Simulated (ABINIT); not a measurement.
## Quasiparticle gap of CsPbI2Br (P4/mmm) in ABINIT

Aim: the G0W0 gap of CsPbI2Br (P4/mmm) on PBE, step by step.

Program: ABINIT 10.8.3. Level of theory: PBE and many-body steps on it, plane waves. Results are calculated unless marked as measured.

**1. Set-up**

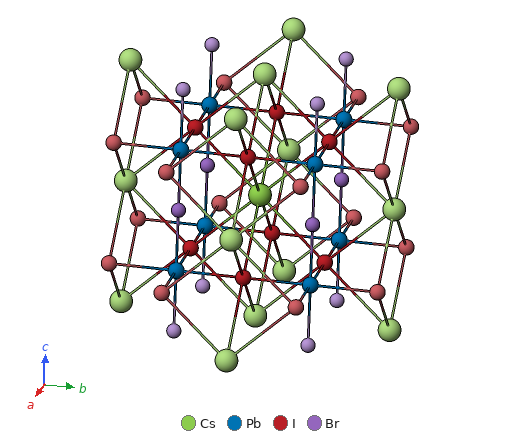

The cell as given, slightly off an axis (caesium green, lead blue, iodine red, bromine purple). Some periodic images of atoms are drawn too.

The cell and positions are those that the Materials Project relaxed with its own functionals (PBE, PBE+U or r2SCAN), kept fixed. Spin-orbit coupling is left out unless a step names it.

**2. Ground state**

This step: ABINIT 10.8.3; DFT, PBE, plane waves, norm-conserving pseudopotentials.

The ground-state density comes first.

Contents of run.abi:

```
acell 3*1.0 Angstrom
rprim 
  6.375296000000 0.000000000000 0.000000000000
  0.000000000000 6.375296000000 0.000000000000
  0.000000000000 0.000000000000 5.962220000000
ntypat 4
znucl 55 82 53 35
natom 5
typat 1 2 3 3 4
xred 
  0.500000000000 0.500000000000 0.500000000000
  0.000000000000 0.000000000000 0.000000000000
  0.000000000000 0.500000000000 0.000000000000
  0.500000000000 0.000000000000 0.000000000000
  0.000000000000 0.000000000000 0.500000000000
pp_dirpath "pseudos"
pseudos "Cs.upf, Pb.upf, I.upf, Br.upf"
ecut 34
ngkpt 4 4 4
nshiftk 1
shiftk 0 0 0
kptopt 1
chksymbreak 0
nband 55
occopt 1
tolvrs 1e-10
nstep 60
prtwf 0
optforces 0
optstress 0
indata_prefix "in"
outdata_prefix "out"
tmpdata_prefix "tmp"
```

Launch:

```console
OMP_NUM_THREADS=1 mpirun -n 8 abinit run.abi > log
```

Numbers of over 12 decimals in the logs are rounded to 6 here.

The log of the run:

```text
.Version 10.8.3 of ABINIT. v10.8.2 released Aug 2026.

 Symmetries : space group P4/m m m (#123); Bravais tP (primitive tetrag.)
================================================================================
 Values of the parameters that define the memory need of the present run
     intxc =       0    ionmov =       0      iscf =       7    lmnmax =       8
     lnmax =       8     mgfft =      64  mpssoang =       4    mqgrid =    3163
     natom =       5  nloc_mem =       1    nspden =       1   nspinor =       1
    nsppol =       1      nsym =      16    n1xccc =    2501    ntypat =       4
    occopt =       1   xclevel =       2
-    mband =          55        mffmem =           1         mkmem =           3
       mpw =       15510          nfft =      245760          nkpt =          18
================================================================================
  Rough estimation (10% accuracy) of disk space for files :
================================================================================

--------------------------------------------------------------------------------
------------- Echo of variables that govern the present computation ------------
--------------------------------------------------------------------------------
 -outvars: echo values of preprocessed input variables --------
            acell      1.8897261259E+00  1.8897261259E+00  1.8897261259E+00 Bohr

      chksymbreak           0
             ecut      3.40000000E+01 Hartree
-          fftalg         312

              ixc     -101130
              kpt      0.00000000E+00  0.00000000E+00  0.00000000E+00
                       2.50000000E-01  0.00000000E+00  0.00000000E+00
                       5.00000000E-01  0.00000000E+00  0.00000000E+00
                       2.50000000E-01  2.50000000E-01  0.00000000E+00
                       5.00000000E-01  2.50000000E-01  0.00000000E+00
                       5.00000000E-01  5.00000000E-01  0.00000000E+00
                       0.00000000E+00  0.00000000E+00  2.50000000E-01
                       2.50000000E-01  0.00000000E+00  2.50000000E-01
                       5.00000000E-01  0.00000000E+00  2.50000000E-01
   [... 7 further rows ...]
                       5.00000000E-01  2.50000000E-01  5.00000000E-01
                       5.00000000E-01  5.00000000E-01  5.00000000E-01
         kptrlatt        4    0    0      0    4    0      0    0    4
          kptrlen      4.50678516E+01
P           mkmem           3
            natom           5
            nband          55
            ngfft          64      64      60
             nkpt          18
            nstep          60
             nsym          16
           ntypat           4
              occ      2.000000  2.000000  2.000000  2.000000  2.000000  2.000000
                       2.000000  2.000000  2.000000  2.000000  2.000000  2.000000
                       2.000000  2.000000  2.000000  2.000000  2.000000  2.000000
                       2.000000  2.000000  2.000000  2.000000  2.000000  2.000000
                       2.000000  2.000000  2.000000  2.000000  2.000000  2.000000
                       2.000000  2.000000  2.000000  2.000000  2.000000  2.000000
                       2.000000  2.000000  2.000000  2.000000  2.000000  2.000000
                       2.000000  2.000000  2.000000  2.000000  2.000000  2.000000
                       2.000000  0.000000  0.000000  0.000000  0.000000  0.000000
                       0.000000
        optforces           0
        optstress           0
            prtwf           0
            rprim      6.3752960000E+00  0.0000000000E+00  0.0000000000E+00
[...]
spgroup         123

           tolvrs      1.00000000E-10

             xred      5.0000000000E-01  5.0000000000E-01  5.0000000000E-01
[...]
znucl       55.00000   82.00000   53.00000   35.00000

================================================================================

 chkinp: Checking input parameters for consistency.

================================================================================
== DATASET  1 ==================================================================
-   mpi_nproc: 8, omp_nthreads: 1 (-1 if OMP is not activated)

--- !DatasetInfo
iteration_state: {dtset: 1, }
dimensions: {natom: 5, nkpt: 18, mband: 55, nsppol: 1, nspinor: 1, nspden: 1, mpw: 15510, }
cutoff_energies: {ecut:  34.0, pawecutdg:  -1.0, }
electrons: {nelect:   9.80000000E+01, charge:   0.00000000E+00, occopt:   1.00000000E+00, tsmear:   1.00000000E-02, }

 Real(R)+Recip(G) space primitive vectors, cartesian coordinates (Bohr,Bohr^-1):
 R(1)= 12.0475634  0.0000000  0.0000000  G(1)=  0.0830043  0.0000000  0.0000000
 R(2)=  0.0000000 12.0475634  0.0000000  G(2)=  0.0000000  0.0830043  0.0000000
 R(3)=  0.0000000  0.0000000 11.2669629  G(3)=  0.0000000  0.0000000  0.0887551
 Unit cell volume ucvol=  1.6353296E+03 bohr^3
 Angles (23,13,12)=  9.00000000E+01  9.00000000E+01  9.00000000E+01 degrees

 getcut: wavevector=  0.0000  0.0000  0.0000  ngfft=  64  64  60
         ecut(hartree)=     34.000   => boxcut(ratio)=   2.02384

--- Pseudopotential description ------------------------------------------------
- Cs Generated using ONCVPSP code by D. R. Hamann
- 55.00000   9.00000  171031                  znucl, zion, pspdat
[...]
pspatm : epsatm=   25.72445091
         --- l  ekb(1:nproj) -->
[...]
pspatm: atomic psp has been read  and splines computed

- Br Generated using ONCVPSP code by D. R. Hamann
- 35.00000  17.00000  171031                  znucl, zion, pspdat
12 -101130 2 -1 1098                          pspcod,pspxc,lmax,lloc,mmax
     nproj     2     2     2     0
  pspatm : epsatm=   32.00824270
         --- l  ekb(1:nproj) -->
[...]
pspatm: atomic psp has been read  and splines computed

   1.30822163E+04                                ecore*ucvol(ha*bohr**3)
--------------------------------------------------------------------------------

_setup2: Arith. and geom. avg. npw (full set) are   15489.672   15489.665

================================================================================

--- !BeginCycle
iteration_state: {dtset: 1, }
solver: {iscf: 7, nstep: 60, nline: 4, wfoptalg: 0, }
tolerances: {tolvrs: 1.00E-10, }

     iter   Etot(hartree)      deltaE(h)  residm     vres2
 ETOT  1  -988.08698486200    -9.881E+02 1.558E+00 1.608E+03
 ETOT  2  -993.70778000267    -5.621E+00 1.933E-02 6.379E+02
 ETOT  3  -993.78037536344    -7.260E-02 7.633E-03 1.553E+02
 ETOT  4  -993.78657589749    -6.201E-03 2.118E-03 4.863E+01
 ETOT  5  -993.78874744094    -2.172E-03 6.692E-04 1.213E+01
 ETOT  6  -993.78909562038    -3.482E-04 5.209E-04 2.680E+00
 ETOT  7  -993.78916579906    -7.018E-05 3.713E-04 2.772E-01
 ETOT  8  -993.78917418542    -8.386E-06 4.265E-04 2.006E-02
 ETOT  9  -993.78917483623    -6.508E-07 7.116E-04 1.682E-03
 ETOT 10  -993.78917491060    -7.437E-08 6.491E-04 1.878E-04
 ETOT 11  -993.78917492283    -1.223E-08 6.947E-04 4.171E-05
 ETOT 12  -993.78917492478    -1.943E-09 4.050E-04 1.091E-05
 ETOT 13  -993.78917492509    -3.104E-10 8.063E-04 1.699E-06
 ETOT 14  -993.78917492522    -1.348E-10 3.127E-04 1.175E-07
 ETOT 15  -993.78917492520     1.751E-11 6.450E-04 4.133E-09
 ETOT 16  -993.78917492532    -1.137E-10 2.025E-04 5.057E-10
 ETOT 17  -993.78917492535    -3.195E-11 3.361E-04 3.590E-11

 At SCF step   17       vres2   =  3.59E-11 < tolvrs=  1.00E-10 =>converged.

--- !ResultsGS
iteration_state: {dtset: 1, }
comment   : Summary of ground state results
lattice_vectors:
- [ 12.0475634,   0.0000000,   0.0000000, ]
- [  0.0000000,  12.0475634,   0.0000000, ]
- [  0.0000000,   0.0000000,  11.2669629, ]
lattice_lengths: [  12.04756,   12.04756,   11.26696, ]
lattice_angles: [ 90.000,  90.000,  90.000, ] # degrees, (23, 13, 12)
lattice_volume:   1.6353296E+03
convergence: {deltae: -3.195E-11, res2:  3.590E-11, residm:  3.361E-04, diffor:  0.000E+00, }
etotal    :  -9.93789175E+02
entropy   :   0.00000000E+00
fermie    :   8.79201502E-02
cartesian_stress_tensor: null
pressure_GPa: null
xred      :
- [  5.0000E-01,   5.0000E-01,   5.0000E-01, Cs]
- [  0.0000E+00,   0.0000E+00,   0.0000E+00, Pb]
- [  0.0000E+00,   5.0000E-01,   0.0000E+00,  I]
- [  5.0000E-01,   0.0000E+00,   0.0000E+00,  I]
- [  0.0000E+00,   0.0000E+00,   5.0000E-01, Br]
cartesian_forces: null
force_length_stats: {min: null, max: null, mean: null, }

 Integrated electronic density in atomic spheres:
 ------------------------------------------------
 Atom  Sphere_radius  Integrated_density
[...]
================================================================================

 ----iterations are completed or convergence reached----

 Mean square residual over all n,k,spin=   68.072E-08; max=  33.610E-05
 reduced coordinates (array xred) for    5 atoms
       0.500000000000      0.500000000000      0.500000000000
       0.000000000000      0.000000000000      0.000000000000
       0.000000000000      0.500000000000      0.000000000000
       0.500000000000      0.000000000000      0.000000000000
       0.000000000000      0.000000000000      0.500000000000
 rms dE/dt=  0.0000E+00; max dE/dt=  0.0000E+00; dE/dt below (all hartree)
    1       0.000000000000      0.000000000000      0.000000000000
    2       0.000000000000      0.000000000000      0.000000000000
    3       0.000000000000      0.000000000000      0.000000000000
    4       0.000000000000      0.000000000000      0.000000000000
    5       0.000000000000      0.000000000000      0.000000000000

 cartesian coordinates (angstrom) at end:
    1      3.187648     3.187648     2.981110
    2      0.000000     0.000000     0.000000
    3      0.000000     3.187648     0.000000
    4      3.187648     0.000000     0.000000
    5      0.000000     0.000000     2.981110
 length scales=  1.889726125908  1.889726125908  1.889726125908 bohr
              =  1.000000000000  1.000000000000  1.000000000000 angstroms
 prteigrs : about to open file out_EIG
 Fermi (or HOMO) energy (hartree) =   0.08792   Average Vxc (hartree)=  -0.28071
 Eigenvalues (hartree) for nkpt=  18  k points:
 kpt#   1, nband= 55, wtk=  0.01563, kpt=  0.0000  0.0000  0.0000 (reduced coord)
  -6.35505   -6.35502   -5.04108   -4.39881   -4.39881   -4.39555   -4.39555   -4.39542
  -4.39540   -2.89843   -2.89843   -2.89807   -2.11670   -2.11504   -2.11504   -2.11047
  -2.11046   -1.52678   -1.52647   -1.52571   -1.52511   -1.52511   -1.52437   -1.52221
  -1.52202   -1.52202   -1.52176   -0.69694   -0.52639   -0.52559   -0.52366   -0.52313
  -0.52313   -0.42242   -0.35119   -0.33549   -0.21113   -0.21101   -0.21101   -0.16486
  -0.04946   -0.04102   -0.04102    0.03061    0.03061    0.03961    0.04009    0.04109
   0.04109    0.20408    0.23713    0.25176    0.25931    0.26608    0.26608
 prteigrs : prtvol=0 or 1, do not print more k-points.

--- !EnergyTerms
iteration_state     : {dtset: 1, }
comment             : Components of total free energy in Hartree
kinetic             :  3.53099161834247E+02
hartree             :  4.16972272530681E+02
xc                  : -1.42359144518186E+02
Ewald energy        : -3.83681183242736E+02
psp_core            :  7.99974270940041E+00
local_psp           : -1.19434647974386E+03
non_local_psp       : -5.14735444948974E+01
total_energy        : -9.93789174925349E+02
total_energy_eV     : -2.70423810859685E+04
band_energy         : -1.67431474217772E+02

== END DATASET(S) ==============================================================
================================================================================

 -outvars: echo values of variables after computation  --------
           etotal     -9.9378917493E+02
            nband          55
             nkpt          18
          spgroup         123
 [... the other variables as echoed above ...]

 Calculation completed.
```

Wall time 2.8 min (8 MPI ranks of AMD EPYC 9R45, shared host); peak memory 1.3 GiB.

Numbers from this step:

```yaml
total_energy: -27042.3811 eV
gap: 1.485 eV
k_of_the_valence_top: 0.5, 0.5, 0.5
k_of_the_conduction_bottom: 0.5, 0.5, 0.5
least_direct_gap: 1.485 eV
```

The gap is direct, at (0.500, 0.500, 0.500).

(Continued in part 2 of 3.)

[Paths, hosts, dates, memory and timing lines, banners, echoed tables and standing remarks are left out of the program output.]

[Logs are printed without paths, hosts, clocks, repeated set-up lines and the standing remarks that a program may print on its own settings, such as how far it seeks lower states.]

[Runs of the session that timed out or met a known fault of the program may be left out.]

[Hosts, paths, dates, database ids (printed as entryN), source tags and the programs' standing remarks are cut or masked in the printed files.]

[G0W0 gaps are taken among the corrected bands and points alone; a level outside them can change the order at an edge.]

[Where Ansatz stands beside ABINIT at settings called matched, ABINIT's density can come from a denser mesh and the files from another edition; pairs whose starting gaps differed by over 0.03 eV were left out, so agreement reads better than it is.]
